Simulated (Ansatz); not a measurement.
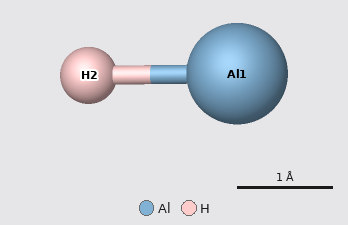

Starting structure of AlH (coarse preliminary run). A ball-and-stick model, seen at a tilt.

The start comes from a force field.

Computed with Ansatz 0.2.0, RKS PBE-D4/def2-SVP.

Input
```yaml
crystal:
  periodic: [false, false, false]
  atoms:
    - {symbol: Al, position_ang: [0.000000, 0.000000, 0.000000]}
    - {symbol: H, position_ang: [0.000000, 0.000000, 1.613470]}
basis:
  gaussian: {orbitals: def2-SVP}
hamiltonian: {xc: pbe, dispersion: d4}
relax: {f_tol: 0.03, max_steps: 200}
```

Command:
```bash
ansatz run in.yaml --threads 2 --pin off --events-out ev --progress --plain --max-ram 20480MiB --backend cpu
```

What does the optimiser find from here?

Over 2 geometry steps the energy falls by 2.44 kJ/mol. The largest force component goes from 0.75 to 0.0028 eV/Å. The largest moves after the best rigid fit, 0.036 Å, are those of Al1 and H2. By element the largest moves are Al 0.036 Å, H 0.036 Å. Some distances before and after: Al1–H2 1.613 → 1.685 Å. The run took of the order of 0.6 core-seconds on a shared host.

The structure at the end:

```xyz
2

Al    0.0000    0.0000   -0.0358
H     0.0000    0.0000    1.6492
```
